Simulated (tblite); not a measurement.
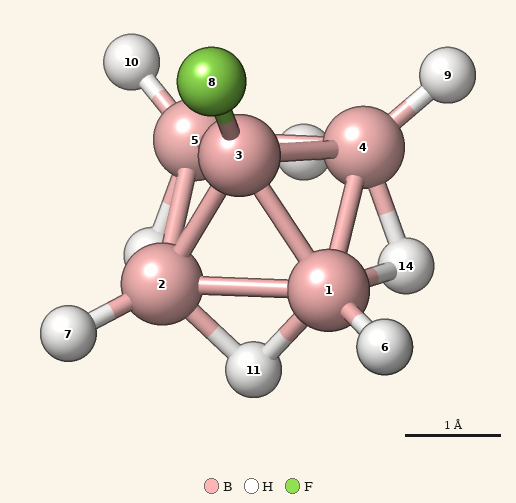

Figure 1. The structure as given in the input (ball-and-stick view, seen at a tilt; atoms are numbered from 1 in the order of the input).

## Run report: B₅H₈F, geometry relaxation

- system: B₅H₈F (nido-B5H9 (F for H, site b on B))
- method: GFN2-xTB geometry optimisation, gas phase (tblite 0.8.0)

## Input
```
{"job": {"xc": "GFN2-xTB", "basis": "xTB", "kind": "relax"}, "charge": 0, "multiplicity": 1}
B     -1.189100     0.512800     0.055300
B      0.332300     0.680100     1.052100
B     -0.260900    -0.834000     0.543800
B     -0.302100    -0.552500    -1.150200
B      1.234100    -0.400700    -0.128800
H     -2.330500     0.758100     0.243700
H      0.566600     1.062900     2.139000
F     -0.627100    -1.945800     1.279400
H     -0.628800    -1.269400    -2.012200
H      2.254000    -0.967300    -0.109500
H     -0.443100     1.552300     0.420000
H      1.397700     0.859100     0.278500
H      0.916100    -0.073200    -1.381800
H     -0.919800     0.617000    -1.251500
```

The first line tells a small driver script what to run in tblite; the rest is the geometry in Å.

Machine: 1 CPU thread, shared host.

Launch command:
```bash
OMP_NUM_THREADS=1 python <driver script> task.json out
```

## Log
```
step      E/eV     max force
  0    -406.41170    0.376
  1    -406.41595    0.120
  2    -406.41700    0.085
  3    -406.41743    0.059
  4    -406.41782    0.039
  5    -406.41792    0.028
  6    -406.41801    0.028
  7    -406.41808    0.023
  8    -406.41812    0.016
  9    -406.41813    0.011
 10    -406.41814    0.011
 11    -406.41815    0.009
 12    -406.41816    0.005
 13    -406.41816    0.005
 14    -406.41816    0.005
 15    -406.41816    0.005
 16    -406.41817    0.004
 17    -406.41817    0.003
 18    -406.41817    0.003
 19    -406.41817    0.003
```

## Trajectory as extended XYZ (Å, eV, eV/Å), 12 frames, from step=0 to step=19
```
14
Properties=species:S:1:pos:R:3:forces:R:3 step=0 energy=-406.41170
B    -1.1891    0.5128    0.0553   -0.3720   0.0000   0.0530
B     0.3323    0.6801    1.0521    0.0880   0.0340   0.2730
B    -0.2609   -0.8340    0.5438   -0.0600   0.1370  -0.1650
B    -0.3021   -0.5525   -1.1502    0.0520  -0.0430   0.1760
B     1.2341   -0.4007   -0.1288   -0.0270  -0.0200  -0.0350
H    -2.3305    0.7581    0.2437    0.2560  -0.0560  -0.0400
H     0.5666    1.0629    2.1390   -0.0380  -0.0240  -0.1050
F    -0.6271   -1.9458    1.2794   -0.0410  -0.1160   0.0600
H    -0.6288   -1.2694   -2.0122   -0.0250  -0.0150  -0.0490
H     2.2540   -0.9673   -0.1095    0.0870  -0.0190  -0.0030
H    -0.4431    1.5523    0.4200    0.0130   0.0660  -0.0260
H     1.3977    0.8591    0.2785    0.0450   0.0400  -0.0180
H     0.9161   -0.0732   -1.3818    0.0230   0.0030  -0.0810
H    -0.9198    0.6170   -1.2515   -0.0010   0.0130  -0.0400
14
Properties=species:S:1:pos:R:3:forces:R:3 step=1 energy=-406.41595
B    -1.1945    0.5128    0.0560   -0.1160  -0.0220   0.0190
B     0.3336    0.6806    1.0560    0.0340  -0.0070   0.0940
B    -0.2618   -0.8320    0.5415   -0.0970   0.0440  -0.0410
B    -0.3013   -0.5531   -1.1477    0.0170  -0.0600   0.0790
B     1.2338   -0.4010   -0.1293    0.0130  -0.0090  -0.0310
H    -2.3269    0.7573    0.2432    0.0700  -0.0200  -0.0090
H     0.5661    1.0625    2.1375   -0.0120   0.0100   0.0090
F    -0.6277   -1.9475    1.2802   -0.0130  -0.0310   0.0010
H    -0.6292   -1.2696   -2.0129   -0.0080   0.0150  -0.0050
H     2.2552   -0.9675   -0.1095    0.0530  -0.0060  -0.0030
H    -0.4429    1.5532    0.4197    0.0090   0.0420  -0.0150
H     1.3983    0.8597    0.2782    0.0340   0.0330  -0.0090
H     0.9164   -0.0732   -1.3830    0.0240   0.0030  -0.0680
H    -0.9198    0.6171   -1.2521   -0.0070   0.0080  -0.0210
14
Properties=species:S:1:pos:R:3:forces:R:3 step=3 energy=-406.41743
B    -1.1983    0.5118    0.0566    0.0420  -0.0060  -0.0140
B     0.3349    0.6801    1.0593    0.0010  -0.0170  -0.0160
B    -0.2661   -0.8303    0.5402   -0.0500  -0.0060   0.0300
B    -0.3007   -0.5559   -1.1445    0.0020  -0.0360   0.0070
B     1.2344   -0.4012   -0.1307    0.0130   0.0090  -0.0200
H    -2.3249    0.7567    0.2429   -0.0540   0.0060   0.0100
H     0.5656    1.0632    2.1385    0.0000   0.0180   0.0510
F    -0.6283   -1.9486    1.2800   -0.0060   0.0050  -0.0200
H    -0.6295   -1.2689   -2.0130   -0.0030   0.0130   0.0080
H     2.2574   -0.9677   -0.1097    0.0150   0.0040  -0.0020
H    -0.4424    1.5549    0.4191    0.0080   0.0060   0.0000
H     1.3998    0.8611    0.2779    0.0170   0.0130  -0.0020
H     0.9176   -0.0731   -1.3860    0.0220  -0.0030  -0.0350
H    -0.9202    0.6174   -1.2529   -0.0080  -0.0060   0.0040
14
Properties=species:S:1:pos:R:3:forces:R:3 step=5 energy=-406.41792
B    -1.1985    0.5115    0.0561    0.0000   0.0250  -0.0130
B     0.3357    0.6792    1.0604    0.0040   0.0010   0.0010
B    -0.2701   -0.8297    0.5411    0.0200   0.0010   0.0130
B    -0.3001   -0.5588   -1.1427    0.0070  -0.0030  -0.0030
B     1.2351   -0.4007   -0.1323   -0.0020   0.0120  -0.0080
H    -2.3265    0.7567    0.2433   -0.0170   0.0020   0.0010
H     0.5653    1.0642    2.1412   -0.0050  -0.0010   0.0050
F    -0.6290   -1.9492    1.2791   -0.0130  -0.0060  -0.0050
H    -0.6299   -1.2680   -2.0128   -0.0060  -0.0060  -0.0020
H     2.2591   -0.9675   -0.1099   -0.0090   0.0100  -0.0020
H    -0.4418    1.5558    0.4189    0.0070  -0.0120   0.0050
H     1.4014    0.8623    0.2776    0.0050  -0.0020   0.0000
H     0.9193   -0.0733   -1.3891    0.0160  -0.0090  -0.0080
H    -0.9208    0.6170   -1.2528   -0.0060  -0.0120   0.0160
14
Properties=species:S:1:pos:R:3:forces:R:3 step=6 energy=-406.41801
B    -1.1984    0.5122    0.0555   -0.0180   0.0200  -0.0060
B     0.3359    0.6790    1.0606    0.0040   0.0020   0.0130
B    -0.2704   -0.8296    0.5417    0.0240   0.0090  -0.0020
B    -0.2998   -0.5595   -1.1424    0.0070   0.0010   0.0020
B     1.2353   -0.4002   -0.1330   -0.0040   0.0080  -0.0040
H    -2.3275    0.7567    0.2434    0.0060   0.0000  -0.0030
H     0.5651    1.0645    2.1420   -0.0060  -0.0050  -0.0090
F    -0.6295   -1.9495    1.2787   -0.0120  -0.0060  -0.0020
H    -0.6302   -1.2680   -2.0128   -0.0060  -0.0080  -0.0030
H     2.2592   -0.9671   -0.1100   -0.0090   0.0100  -0.0020
H    -0.4414    1.5556    0.4190    0.0040  -0.0110   0.0040
H     1.4019    0.8625    0.2775    0.0030  -0.0040   0.0000
H     0.9202   -0.0736   -1.3900    0.0110  -0.0080  -0.0030
H    -0.9211    0.6166   -1.2523   -0.0050  -0.0080   0.0140
14
Properties=species:S:1:pos:R:3:forces:R:3 step=8 energy=-406.41812
B    -1.1989    0.5139    0.0546   -0.0070  -0.0010   0.0030
B     0.3364    0.6788    1.0613   -0.0010  -0.0030   0.0080
B    -0.2696   -0.8291    0.5425    0.0050   0.0070  -0.0110
B    -0.2991   -0.5605   -1.1420    0.0010  -0.0010   0.0050
B     1.2353   -0.3992   -0.1339    0.0000   0.0030   0.0010
H    -2.3285    0.7569    0.2434    0.0150   0.0000  -0.0050
H     0.5646    1.0646    2.1427   -0.0020  -0.0030  -0.0080
F    -0.6307   -1.9499    1.2780   -0.0030   0.0070  -0.0050
H    -0.6308   -1.2684   -2.0128   -0.0010  -0.0040   0.0040
H     2.2588   -0.9662   -0.1102   -0.0020   0.0040  -0.0010
H    -0.4408    1.5549    0.4193   -0.0030  -0.0030   0.0000
H     1.4027    0.8626    0.2774   -0.0010  -0.0020   0.0010
H     0.9218   -0.0744   -1.3914    0.0020  -0.0040   0.0010
H    -0.9218    0.6157   -1.2509   -0.0050   0.0020   0.0070
14
Properties=species:S:1:pos:R:3:forces:R:3 step=10 energy=-406.41814
B    -1.1991    0.5142    0.0545    0.0100  -0.0040   0.0000
B     0.3364    0.6785    1.0617   -0.0030  -0.0040  -0.0040
B    -0.2692   -0.8288    0.5422   -0.0050  -0.0020  -0.0020
B    -0.2989   -0.5607   -1.1418   -0.0010  -0.0020   0.0000
B     1.2353   -0.3988   -0.1341    0.0030   0.0030   0.0000
H    -2.3281    0.7570    0.2432    0.0010   0.0020  -0.0010
H     0.5644    1.0644    2.1425    0.0010   0.0000   0.0030
F    -0.6311   -1.9496    1.2775   -0.0010   0.0070  -0.0050
H    -0.6310   -1.2687   -2.0126    0.0000  -0.0020   0.0060
H     2.2586   -0.9657   -0.1103    0.0030   0.0010  -0.0010
H    -0.4408    1.5545    0.4194   -0.0030   0.0000   0.0000
H     1.4027    0.8625    0.2775   -0.0010   0.0000   0.0010
H     0.9223   -0.0748   -1.3916   -0.0010  -0.0020   0.0000
H    -0.9222    0.6156   -1.2502   -0.0030   0.0030   0.0030
14
Properties=species:S:1:pos:R:3:forces:R:3 step=12 energy=-406.41816
B    -1.1988    0.5141    0.0545    0.0040   0.0020  -0.0020
B     0.3362    0.6781    1.0618   -0.0010   0.0000  -0.0020
B    -0.2693   -0.8286    0.5418   -0.0020  -0.0040   0.0010
B    -0.2988   -0.5610   -1.1417    0.0000   0.0000  -0.0020
B     1.2355   -0.3984   -0.1341    0.0020   0.0010   0.0000
H    -2.3277    0.7572    0.2430   -0.0020   0.0010   0.0010
H     0.5644    1.0643    2.1425    0.0010  -0.0010   0.0030
F    -0.6314   -1.9491    1.2770   -0.0020  -0.0020   0.0000
H    -0.6311   -1.2690   -2.0121    0.0000  -0.0030   0.0030
H     2.2587   -0.9654   -0.1104    0.0040   0.0010   0.0000
H    -0.4410    1.5543    0.4195   -0.0010   0.0010   0.0010
H     1.4028    0.8625    0.2775    0.0000   0.0010  -0.0010
H     0.9224   -0.0752   -1.3917   -0.0020   0.0000   0.0000
H    -0.9226    0.6157   -1.2497    0.0000   0.0020  -0.0010
14
Properties=species:S:1:pos:R:3:forces:R:3 step=13 energy=-406.41816
B    -1.1987    0.5141    0.0544    0.0000   0.0030  -0.0020
B     0.3362    0.6781    1.0618    0.0000   0.0000   0.0000
B    -0.2693   -0.8287    0.5417    0.0010  -0.0020   0.0000
B    -0.2988   -0.5610   -1.1417    0.0000   0.0010  -0.0010
B     1.2356   -0.3983   -0.1342    0.0020   0.0000   0.0000
H    -2.3276    0.7572    0.2430    0.0000   0.0010   0.0010
H     0.5644    1.0643    2.1425    0.0000  -0.0010   0.0010
F    -0.6315   -1.9491    1.2769   -0.0020  -0.0040   0.0010
H    -0.6311   -1.2691   -2.0120   -0.0010  -0.0030   0.0020
H     2.2588   -0.9653   -0.1104    0.0030   0.0010   0.0000
H    -0.4411    1.5543    0.4195   -0.0010   0.0010   0.0010
H     1.4028    0.8625    0.2775    0.0000   0.0010  -0.0010
H     0.9224   -0.0752   -1.3917   -0.0020   0.0000   0.0000
H    -0.9227    0.6158   -1.2496    0.0010   0.0020  -0.0020
14
Properties=species:S:1:pos:R:3:forces:R:3 step=15 energy=-406.41816
B    -1.1985    0.5144    0.0542   -0.0050   0.0020   0.0000
B     0.3361    0.6779    1.0618    0.0010   0.0000   0.0030
B    -0.2694   -0.8289    0.5416    0.0040   0.0010  -0.0010
B    -0.2988   -0.5611   -1.1417    0.0010   0.0000   0.0010
B     1.2358   -0.3981   -0.1342   -0.0010  -0.0020   0.0020
H    -2.3276    0.7574    0.2430    0.0020   0.0000   0.0000
H     0.5644    1.0642    2.1427   -0.0010  -0.0020  -0.0020
F    -0.6319   -1.9492    1.2768   -0.0010  -0.0020   0.0000
H    -0.6312   -1.2695   -2.0116   -0.0010  -0.0020   0.0000
H     2.2592   -0.9651   -0.1105    0.0010   0.0020   0.0000
H    -0.4413    1.5543    0.4196    0.0000   0.0010   0.0000
H     1.4028    0.8626    0.2775    0.0000   0.0000  -0.0010
H     0.9223   -0.0753   -1.3919   -0.0010   0.0000   0.0000
H    -0.9228    0.6160   -1.2496    0.0010   0.0010  -0.0020
14
Properties=species:S:1:pos:R:3:forces:R:3 step=17 energy=-406.41817
B    -1.1984    0.5147    0.0540    0.0000   0.0000   0.0010
B     0.3360    0.6777    1.0619    0.0010  -0.0010   0.0010
B    -0.2693   -0.8290    0.5416    0.0010   0.0020   0.0010
B    -0.2987   -0.5611   -1.1417    0.0000  -0.0010   0.0010
B     1.2360   -0.3980   -0.1341   -0.0020  -0.0020   0.0020
H    -2.3274    0.7576    0.2430    0.0000   0.0000   0.0000
H     0.5644    1.0639    2.1427    0.0000  -0.0010   0.0000
F    -0.6322   -1.9494    1.2767    0.0000   0.0020  -0.0020
H    -0.6314   -1.2701   -2.0112    0.0000   0.0000   0.0000
H     2.2596   -0.9647   -0.1105    0.0000   0.0020   0.0000
H    -0.4414    1.5545    0.4197    0.0000   0.0010   0.0000
H     1.4028    0.8626    0.2774   -0.0010   0.0000   0.0000
H     0.9221   -0.0754   -1.3919   -0.0010   0.0000   0.0000
H    -0.9228    0.6163   -1.2497    0.0010  -0.0010  -0.0020
14
Properties=species:S:1:pos:R:3:forces:R:3 step=19 energy=-406.41817
B    -1.1984    0.5148    0.0540    0.0030  -0.0010   0.0000
B     0.3360    0.6776    1.0620    0.0010   0.0000  -0.0010
B    -0.2691   -0.8290    0.5416   -0.0020   0.0000   0.0010
B    -0.2986   -0.5612   -1.1416    0.0000   0.0000  -0.0010
B     1.2360   -0.3982   -0.1339   -0.0010   0.0000   0.0000
H    -2.3273    0.7576    0.2430   -0.0010   0.0000   0.0000
H     0.5644    1.0637    2.1427    0.0000   0.0000   0.0020
F    -0.6324   -1.9494    1.2765    0.0000   0.0010  -0.0020
H    -0.6314   -1.2703   -2.0110    0.0000   0.0010   0.0010
H     2.2598   -0.9644   -0.1106    0.0000   0.0010   0.0000
H    -0.4414    1.5546    0.4197    0.0000   0.0000   0.0000
H     1.4027    0.8626    0.2773   -0.0010  -0.0010   0.0000
H     0.9219   -0.0754   -1.3920   -0.0010  -0.0010   0.0000
H    -0.9227    0.6164   -1.2498    0.0010  -0.0010   0.0000
```

## Key numbers

```tsv
quantity	value
outcome	converged
total energy	−406.4182 eV
peak memory	0.17 GiB
```
